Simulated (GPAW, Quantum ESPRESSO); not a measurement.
# Core-hole calculation of the O K edge in Ti6O (P-31m), part 5 of 5

Aim: the O K edge of Ti6O (P-31m) by two routes, a Lanczos recursion (XSpectra) and a sum over empty bands (GPAW), to see which features are robust.

Quantum ESPRESSO 7.5 and GPAW 26.7.0; core-hole supercells, plane-wave PAW LDA.

So far. Step 10 (The field without a hole (GPAW)): The mesh shows no gap, so the system is treated as a metal and the core electron is put at the Fermi level (neutral cell). Step 11 (Spectrum without a core hole, O atom 7 (GPAW)): Main maxima below 24 eV (height): 2.3 eV (2.45), 3.7 eV (2.67), 10.9 eV (1.23) and 16.7 eV (0.79). 

**13. Spectrum with XCH, O atom 7 (GPAW)**

Level of this step: X-ray absorption from dipole matrix elements to empty bands, plane-wave PAW LDA (GPAW).

The holes are 7.0 Å apart. The excited electron is kept in the cell, where it fills the lowest empty states and screens the hole. After the field has converged, empty bands are computed with the density fixed and the dipole matrix elements are summed.

Contents of xas.py:

```python
import numpy as np
from ase import Atoms
from ase.parallel import parprint, paropen
from gpaw import GPAW, PW, FermiDirac, Mixer, MixerDif, setup_paths
from gpaw.test import gen
setup_paths.insert(0, '.')
gen('O', name='fch1s', xcname='LDA', corehole=(1, 0, 1), write_xml=True)
from gpaw.mpi import world
world.barrier()

atoms = Atoms('Ti18O3',
    cell=[[-2.565, 4.44271032, 4.74],
     [-2.565, -4.44271032, 4.74],
     [5.13, 0, 4.74]],
    scaled_positions=[[0.361, 0.028, 0.361],
     [0.69433333, 0.36133333, 0.69433333],
     [0.02766667, 0.69466667, 0.02766667],
     [0.02766667, 0.02766667, 0.69466667],
     [0.361, 0.361, 0.028],
     [0.69433333, 0.69433333, 0.36133333],
     [0.69466667, 0.02766667, 0.02766667],
     [0.028, 0.361, 0.361],
     [0.36133333, 0.69433333, 0.69433333],
     [0.30566667, 0.63866667, 0.30566667],
     [0.639, 0.972, 0.639],
     [0.97233333, 0.30533333, 0.97233333],
     [0.30533333, 0.97233333, 0.97233333],
     [0.63866667, 0.30566667, 0.30566667],
     [0.972, 0.639, 0.639],
     [0.97233333, 0.97233333, 0.30533333],
     [0.30566667, 0.30566667, 0.63866667],
     [0.639, 0.639, 0.972],
     [0, 0, 0],
     [0.33333333, 0.33333333, 0.33333333],
     [0.66666667, 0.66666667, 0.66666667]],
    pbc=True)
atoms.calc = calc = GPAW(legacy_gpaw=True, mode=PW(500, force_complex_dtype=True), xc='LDA', setups={18: 'fch1s'},
    kpts={'size': (4, 4, 4), 'gamma': True}, occupations=FermiDirac(0.1),
    charge=-1, mixer=Mixer(0.1, 5, 50), maxiter=150,
    convergence={'density': 0.0001, 'eigenstates': 1e-6}, txt='scf.txt')
energy = atoms.get_potential_energy() + calc.get_reference_energy()
ef = calc.get_fermi_level()
out = dict(energy=energy, fermi=ef, forces=atoms.get_forces().tolist())
parprint(f'all-electron energy {energy:.4f} eV, Fermi level {ef:.4f} eV')
ev = np.array([[calc.get_eigenvalues(k, s) for k in range(len(calc.get_ibz_k_points()))] for s in range(calc.get_number_of_spins())])
out['homo'], out['lumo'], out['counts'] = ev[ev < ef].max(), ev[ev > ef].min(), sorted(set((ev < ef).sum((0, 2)).tolist()))
out['filled'] = (ev[:, 0] < ef).sum(1).tolist()

from ase.units import Ha
from gpaw.xas import dipole_matrix_elements
nb = int(calc.get_number_of_electrons() / 2) + 285
top, nb = nb, nb + 8 + nb // 12
nscf = calc.fixed_density(kpts={'size': (5, 5, 5), 'gamma': True}, nbands=nb,
    convergence={'bands': top, 'eigenstates': 5e-3}, maxiter=60, txt='nscf.txt')
cell = atoms.cell.array
ops = [cell.T @ U.T @ np.linalg.inv(cell.T) for U in nscf.wfs.kd.symmetry.op_scc]
E = np.arange(-6, 34, 0.1)
fwhm = np.interp(E, [4, 25], [0.9, 3.5])
Y, X, zero, highest = 0, 0, 1e9, 1e9
for spin in range(nscf.get_number_of_spins()):
    wfs = nscf.wfs
    mine = wfs.bd.get_slice()  # this rank's bands
    A = dipole_matrix_elements(wfs.setups[18])
    eps = np.zeros((wfs.kd.nibzkpts, nb))
    d = np.zeros((3, A.shape[1], wfs.kd.nibzkpts, nb), complex)
    for kpt in wfs.kpt_u:
        if kpt.s == spin and 18 in kpt.P_ani:
            eps[kpt.k, mine] = kpt.eps_n * Ha
            d[:, :, kpt.k, mine] = (kpt.weight * wfs.nspins / 2) ** 0.5 * np.inner(A, kpt.P_ani[18])
    world.sum(eps)
    world.sum(d)
    T = np.einsum('amkn,bmkn->abkn', d, d.conj()).real
    T = sum(np.einsum('ai,ijkn,bj->abkn', R, T, R) for R in ops) / len(ops)
    empty = eps > ef
    zero, highest = min(zero, eps[empty].min()), min(highest, eps[:, top - 1].min())
    lines = [(eps, T, empty)] if spin == 0 else lines + [(eps, T, empty)]
for eps, T, empty in lines:
    f = np.einsum('aakn->akn', T).reshape(3, -1)
    x = eps.ravel() - zero
    w = np.interp(x, E, fwhm) / 2.35482
    g = np.exp(-0.5 * ((E[:, None] - x) / w) ** 2) / (w * (2 * np.pi) ** 0.5)
    Y = Y + (f * empty.ravel()) @ g.T
    X = X + (f * ~empty.ravel()) @ g.T
out.update(E=E.round(2).tolist(), xas=Y.tolist(), xes=X.tolist(), zero=zero, valid=highest - zero, nk=len(eps), nb=nb)
for i in range(0, len(E), 10):
    parprint(f'{E[i]:7.2f}', *(f'{v:10.3e}' for v in Y[:, i]))
import json
with paropen('out.json', 'w') as f:
    json.dump(out, f)
```

Started as:

```sh
$ OMP_NUM_THREADS=1 mpirun -n 8 gpaw python xas.py
```

Numbers of over 12 decimals in the logs are rounded to 6 here.

The program printed:

```text
Input parameters:
  charge: -1
  convergence: {density: 0.0001,
                eigenstates: 1e-06}
  kpts: {gamma: True,
         size: (4, 4, 4)}
  maxiter: 150
  mixer: {backend: pulay,
          beta: 0.1,
          method: separate,
          nmaxold: 5,
          weight: 50}
  mode: {ecut: 500.0,
         force_complex_dtype: True,
         name: pw}
  occupations: {fixmagmom: False,
                name: fermi-dirac,
                width: 0.1}
  setups: {18: fch1s}

Initialize ...

[... PAW data sets ...]

Reference energy: -422664.140548  # eV

Spin-paired calculation

[... convergence settings ...]
Symmetries present (total): 4
  [... symmetry matrices ...]

64 k-points: 4 x 4 x 4 Monkhorst-Pack grid + [1/8,1/8,1/8]
24 k-points in the irreducible part of the Brillouin zone
       k-points in crystal coordinates                weights
   0:     0.00000000    0.00000000    0.00000000          1/64
   1:     0.00000000    0.00000000    0.25000000          2/64
   2:     0.00000000    0.00000000    0.50000000          1/64
   3:     0.25000000   -0.25000000    0.00000000          2/64
   4:     0.25000000   -0.25000000    0.25000000          4/64
   5:     0.25000000   -0.25000000    0.50000000          2/64
   6:     0.25000000    0.00000000   -0.25000000          4/64
   7:     0.25000000    0.00000000    0.00000000          4/64
   8:     0.25000000    0.00000000    0.25000000          4/64
   9:     0.25000000    0.00000000    0.50000000          4/64
          ...
  23:     0.50000000    0.50000000    0.50000000          1/64

Wave functions: Plane wave expansion
  Cutoff energy: 500.000 eV
  Number of coefficients (min, max): 8210, 8256
  Pulay-stress correction: 0.000000 eV/Ang^3 (de/decut=0.000000)
  Using FFTW library
  Wavefunction extrapolation:
    Improved wavefunction reuse through dual PAW basis

Occupation numbers: Fermi-Dirac:
  width: 0.1000  # eV

Eigensolver
   Davidson(niter=2)

Densities:
  Coarse grid: 40*40*40 grid
  Fine grid: 80*80*80 grid
  Total Charge: 0.000000

Density mixing:
  Method: separate
  Backend: pulay
  Linear mixing parameter: 0.1
  old densities: 5
  Width of damping distribution: 1.1
  Damping of long wavelength oscillations: 50

[... Hamiltonian set-up ...]
Number of atoms: 21
Number of atomic orbitals: 246
Number of bands in calculation: 145
Number of valence electrons: 235
Bands to converge: occupied

... initialized

Initializing position-dependent things.

Density initialized from atomic densities
Creating initial wave functions:
  145 bands from LCAO basis set

                        Ti
         Ti     Ti    Ti
              Ti
                  O Tii
             Ti
                   Ti
                Ti
                      Ti
              Tii
                  O  Ti
             Ti           Ti
                   Ti
           Ti

                  O

Atomic positions and initial magnetic moments

Positions:
   0 Ti     0.854145    1.479423    3.555000    ( 0.0000,  0.0000,  0.0000)
   1 Ti     0.854145    1.479423    8.295000    ( 0.0000,  0.0000,  0.0000)
   2 Ti    -1.710855   -2.963288    3.555000    ( 0.0000,  0.0000,  0.0000)
   3 Ti     3.421710   -0.000000    3.555000    ( 0.0000,  0.0000,  0.0000)
   4 Ti    -1.708290    0.000000    3.555000    ( 0.0000,  0.0000,  0.0000)
   5 Ti    -1.708290   -0.000000    8.295000    ( 0.0000,  0.0000,  0.0000)
   6 Ti    -1.710855    2.963288    3.555000    ( 0.0000,  0.0000,  0.0000)
[...]
18 O      0.000000    0.000000    0.000000    ( 0.0000,  0.0000,  0.0000)
  19 O     -0.000000   -0.000000    4.740000    ( 0.0000,  0.0000,  0.0000)
  20 O      0.000000   -0.000000    9.480000    ( 0.0000,  0.0000,  0.0000)

Unit cell:
           periodic     x           y           z      points  spacing
  1. axis:    yes   -2.565000    4.442710    4.740000    40     0.1692
  2. axis:    yes   -2.565000   -4.442710    4.740000    40     0.1692
  3. axis:    yes    5.130000    0.000000    4.740000    40     0.1692

  Lengths:   6.984590   6.984590   6.984590
  Angles:   78.999248  78.999248  78.999248

Effective grid spacing dv^(1/3) = 0.1717

iter:   1  -208.594028
iter:   2  -194.654905   +0.20  -1.07
iter:   3  -187.482457   -0.67  -1.28
iter:   4  -184.016694   -0.57  -1.40
iter:   5  -183.138762   -0.83  -1.53
iter:   6  -182.732022   -1.78  -1.69
iter:   7  -183.393257   -1.28  -1.79
iter:   8  -182.700796   -1.51  -1.85
iter:   9  -182.754439   -1.60  -2.32
iter:  10  -182.709763c  -2.51  -2.55
iter:  11  -182.704519c  -2.85  -2.72
iter:  12  -182.702433c  -3.70  -3.10
iter:  13  -182.701242c  -3.86  -3.20
iter:  14  -182.701286c  -4.06  -3.31
iter:  15  -182.701957c  -4.21  -3.46
iter:  16  -182.701559c  -4.76  -3.53
iter:  17  -182.701469c  -4.65  -3.58
iter:  18  -182.701601c  -5.21  -3.89
iter:  19  -182.701601c  -5.57  -4.12c
iter:  20  -182.701628c  -5.40  -4.13c
iter:  21  -182.701614c  -5.86  -4.28c
iter:  22  -182.701619c  -6.03c -4.47c

Converged after 22 iterations.

Dipole moment: (-0.000000, -0.000000, 0.000000) |e|*Ang

Energy contributions relative to reference atoms: (reference = -422664.140548)

Kinetic:       +131.267049
Potential:     -135.445303
External:        +0.000000
XC:            -177.340989
Entropy (-ST):   -0.633554
Local:           -0.865599
SIC:             +0.000000
--------------------------
Free energy:   -183.018396
Extrapolated:  -182.701619

Showing only first 2 kpts
 Kpt  Band  Eigenvalues  Occupancy
  0   115      8.36427    1.64816
  0   116      8.43304    1.40388
  0   117      8.56359    0.77921
  0   118      8.66170    0.38617

  1   115      8.28924    1.81685
  1   116      8.33595    1.72292
  1   117      8.68494    0.31886
[...]
Fermi level: 8.51869

No gap
No difference between direct/indirect transitions

Forces in eV/Ang:
  0 Ti   -0.13583   -0.23515   -0.34459
  1 Ti   -0.08277   -0.14353   -0.25610
  2 Ti    0.36765    0.63685   -0.92143
  3 Ti   -0.73527    0.00000   -0.92142
  4 Ti    0.27142    0.00000   -0.34466
  5 Ti    0.16570    0.00000   -0.25622
  6 Ti    0.36765   -0.63685   -0.92143
[...]
18 O     0.00000    0.00000    0.00000
 19 O     0.00010    0.00000    0.01088
 20 O    -0.00010    0.00000   -0.01088
Scalar-relativistic atomic LDA calculation for O (Oxygen, Z=8)
Core hole in 1s state (1s occupation: 1.0)
300 radial gridpoints.
|------------------------------------------------|
|------------------------------------------------|
[... the atom generator's iteration count ...]

Energy contributions:
-------------------------
Kinetic:      +54.046737
XC:            -5.876031
Potential:   -102.458324
-------------------------
Total:        -54.287618

state      eigenvalue         ekin         rmax
-----------------------------------------------
1s^1.0 :   -21.731873    30.611423        0.127
2s^2.0 :    -1.594915     4.066245        0.801
2p^4.0 :    -1.067100     3.825706        0.682
-----------------------------------------------
(units: Bohr and Hartree)

Generating PAW setup
Kinetic energy of the core from tauc = 30.636371
Cutoffs:
rc(s)=1.300
rc(p)=1.130
rc(d)=1.170
rc(vbar)=1.300
rc(comp)=1.260
rc(nct)=1.300

Kinetic energy of the core states: 30.611423
Charge: 1.0
Core electrons: 1.0
Valence electrons: 6.0
Pseudo-core charge: 0.000198
Shape function alpha=6.299
Pseudo-electron charge 5.280306
state    eigenvalue         norm
--------------------------------
2s(2) :    -1.594915     1.065643
*s    :    -0.594915
2p(4) :    -1.067100     0.787205
*p    :    -0.067100
*d    :     0.000000
--------------------------------

Diagonalizing with gridspacing h=0.050

state   all-electron     PAW
-------------------------------
2s:      -1.594915    -1.596334
2p:      -1.067100    -1.073375
*d:                   -0.060686
*f:                   -0.013559
-------------------------------
all-electron energy -422846.8422 eV, Fermi level 8.5187 eV
[...]
31.00  5.249e-05  5.249e-05  5.077e-05
  32.00  5.342e-05  5.342e-05  5.380e-05
  33.00  5.472e-05  5.472e-05  6.105e-05
```

The job ended after 5.4 min (8 MPI ranks of AMD EPYC 9B45 (Zen 5), shared host; peak memory 1.2 GiB).

The O K spectrum, O atom 7, excited-electron core hole (neutral cell) (energy from the lowest empty level; intensity scaled to a mean of 1 over the first 20 eV; polarised curves are means over the symmetry-equivalent atoms):

```csv
E (eV),isotropic,ε ⊥ c,ε ∥ c
-2.0,0.00,0.00,0.00
-0.5,0.03,0.03,0.03
1.0,1.76,1.92,1.44
2.5,2.01,1.79,2.45
4.0,1.27,1.27,1.27
5.5,0.72,0.75,0.67
7.0,0.37,0.41,0.29
8.5,0.48,0.47,0.48
10.0,1.22,1.07,1.50
11.5,0.90,0.84,1.02
13.0,0.65,0.75,0.44
14.5,0.77,0.92,0.48
16.0,0.86,0.92,0.73
17.5,0.83,0.81,0.87
19.0,0.72,0.69,0.79
20.5,0.72,0.56,1.04
22.0,0.86,0.73,1.11
23.5,0.91,0.94,0.83
25.0,0.85,0.94,0.66
26.5,0.75,0.84,0.59
28.0,0.72,0.78,0.60
29.5,0.75,0.77,0.70
31.0,0.78,0.79,0.76
```

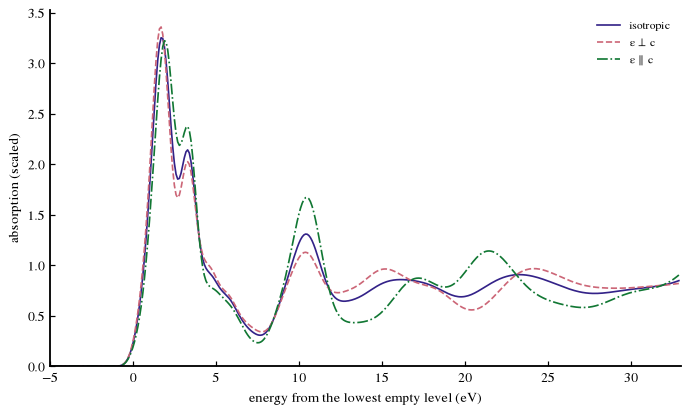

The O K edge, O atom 7, excited-electron core hole (neutral cell): main maxima at 1.7, 3.3 and 10.4 eV.

Main maxima below 24 eV (height): 1.7 eV (3.25), 3.3 eV (2.14), 10.4 eV (1.31), 16.1 eV (0.86) and 23.3 eV (0.91). 

The total-energy difference is 536.13 eV. With the free-atom term of -8.83 eV for this edge, the photon energy is 527.30 eV.

**14. The two programs side by side**

The line shapes differ (Lorentzian half width 0.4 eV up to 4 eV, rising linearly to 1.75 eV at 25 eV (not a setting of the program: the run's 0.4 eV curve was folded afterwards with a further Lorentzian above 4 eV), against Gaussian full width 0.9 eV up to 4 eV, rising linearly to 3.5 eV at 25 eV), so both get a further Gaussian of 1.5 eV full width before they are compared; the Lorentzian tails remain.

```csv
E (eV),XSpectra,GPAW
-2.00,0.11,0.00
-1.25,0.18,0.02
-0.50,0.38,0.17
0.25,0.88,0.72
1.00,1.68,1.76
1.75,2.26,2.48
2.50,2.18,2.31
3.25,1.87,1.89
4.00,1.48,1.40
4.75,1.10,0.97
5.50,0.85,0.73
6.25,0.69,0.55
7.00,0.58,0.41
7.75,0.56,0.39
8.50,0.66,0.54
9.25,0.83,0.84
10.00,0.99,1.10
10.75,1.01,1.13
11.50,0.89,0.93
12.25,0.78,0.74
13.00,0.74,0.68
13.75,0.74,0.71
14.50,0.76,0.77
15.25,0.78,0.82
16.00,0.79,0.85
16.75,0.78,0.84
17.50,0.76,0.82
18.25,0.74,0.78
19.00,0.70,0.73
19.75,0.68,0.71
20.50,0.69,0.73
21.25,0.71,0.79
22.00,0.73,0.85
22.75,0.74,0.89
23.50,0.74,0.90
24.25,0.73,0.88
25.00,0.71,0.84
25.75,0.68,0.80
26.50,0.66,0.76
27.25,0.64,0.73
28.00,0.64,0.73
28.75,0.64,0.74
29.50,0.64,0.75
30.25,0.64,0.77
31.00,0.65,0.78
31.75,0.65,0.80
```

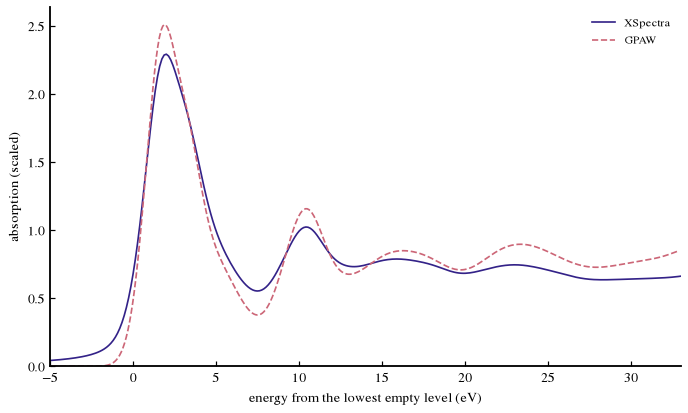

XSpectra and GPAW after a common extra broadening.

```csv
,XSpectra,GPAW
k mesh of the spectrum,5×5×5,5×5×5
cutoff (eV),707,500
"highest intensity below 16 eV after the common broadening, eV (height)",2.0 (2.29),1.9 (2.51)
"zero, corrected photon energy (eV)",527.1,527.3
"core time, hole field and spectrum",71 min,43 min
```

**15. With and without the hole**

XSpectra's curves. Both curves are counted from their own zero, so only the shift of weight within the empty states shows.

```csv
E (eV),no hole,XCH
-2.0,0.06,0.08
-1.0,0.11,0.16
0.0,0.29,0.52
1.0,0.75,1.66
2.0,1.91,2.65
3.0,1.98,1.94
4.0,2.18,1.32
5.0,1.68,0.94
6.0,1.06,0.73
7.0,0.64,0.50
8.0,0.47,0.42
9.0,0.59,0.75
10.0,0.81,1.17
11.0,1.33,1.16
12.0,0.77,0.68
13.0,0.73,0.70
14.0,0.65,0.73
15.0,0.77,0.83
16.0,0.77,0.86
17.0,0.79,0.82
18.0,0.75,0.86
19.0,0.79,0.68
20.0,0.51,0.58
21.0,0.59,0.75
22.0,0.69,0.81
23.0,0.76,0.92
24.0,0.81,0.81
25.0,0.75,0.86
26.0,0.76,0.73
27.0,0.65,0.62
28.0,0.53,0.63
29.0,0.61,0.68
30.0,0.63,0.65
31.0,0.59,0.71
32.0,0.60,0.68
```

With each curve scaled to its own mean, the area from −2 to 6 eV with the hole is 9.6 against 9.6, and the centre of weight from −1 to 20 eV moves by -0.2 eV (first and strongest maxima below 20 eV: 2.4 eV (2.20), 3.6 eV (2.43) and 10.8 eV (1.36) without the hole, 1.7 eV (2.79), 3.2 eV (2.04) and 10.6 eV (1.42) with it); the shape changes all the same, by 35 % r.m.s.

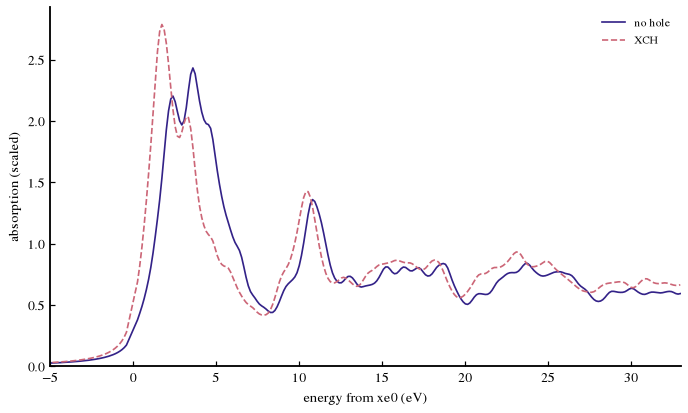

The O K edge with and without the core hole, each from its own zero; the highest intensity below 16 eV lies at 1.7 eV with the hole.

**16. Outcome**

| Property | Result |
| --- | --- |
| absorber and edge | O K, atom 7 of the ground-state input (counted from 1) |
| surroundings | 6 Ti at 2.08 Å (octahedral, site symmetry -3m) |
| highest intensity below 16 eV (XSpectra, narrow line) | 1.7 eV above the zero, height 2.79 |
| photon energy of the zero, with the added terms | 527.1 eV (raw 535.9 eV; LDA puts this hole about 4 eV below PBE, itself good to a few eV) |

The two programs agree closely: 11 % r.m.s. remains over the first 14 eV after a relative shift of 0.0 eV, and their photon-energy zeros differ by 0.2 eV. What differs may come from the PAW partial waves, meshes, cutoffs and line shapes. In XSpectra the O K edge of atom 7, with 6 Ti at 2.08 Å (octahedral, site symmetry -3m), has its highest intensity of the first 16 eV at 1.7 eV above the zero, near 529 eV in photon energy (LDA puts this hole about 4 eV below PBE, itself good to a few eV), 2.8 times the mean level of the first 20 eV (Lorentzian half width 0.4 eV). In XSpectra: With each curve scaled to its own mean, the area from −2 to 6 eV with the hole is 9.6 against 9.6, and the centre of weight from −1 to 20 eV moves by -0.2 eV (first and strongest maxima below 20 eV: 2.4 eV (2.20), 3.6 eV (2.43) and 10.8 eV (1.36) without the hole, 1.7 eV (2.79), 3.2 eV (2.04) and 10.6 eV (1.42) with it); the shape changes all the same, by 35 % r.m.s. In GPAW: With each curve scaled to its own mean, the area from −2 to 6 eV with the hole is 9.5 against 9.7, and the centre of weight from −1 to 20 eV moves by -0.1 eV (first and strongest maxima below 20 eV: 2.3 eV (2.45), 3.7 eV (2.67) and 10.9 eV (1.23) without the hole, 1.7 eV (3.25), 3.3 eV (2.14) and 10.4 eV (1.31) with it); the shape changes all the same, by 42 % r.m.s. In XSpectra, at the O K edge of atom 7 polarisation matters most near 10.7 eV, where the curves differ by 0.6 on this scale. 3 further runs of this session are left out of this account as redundant. The unit cell's mesh shows no gap over 0.35 eV. That is right for a metallic compound; for a small-gap or correlated insulator it would be the fault of the functional or of the assumed magnetic order, and the hole would be screened too well. The structure is a published determination, not relaxed.

[Banner, clock and machine lines of the logs are left out without a mark of their own.]

[Logs are printed without paths, hosts, clocks, repeated set-up lines and the standing remarks that a program may print on its own settings, such as how far it seeks lower states.]

[Hosts, paths, dates, database ids (printed as entryN), source tags and the programs' standing remarks are cut or masked in the printed files.]

[Lists of maxima count a maximum above −3 eV only where it reaches 4 % of the highest in the window and stands out from its surroundings by 2 % of it (1.5 % where it reaches 55 %); shoulders and weaker maxima are passed over, and of the rest the first, up to two pre-edge ones and the few strongest are named.]
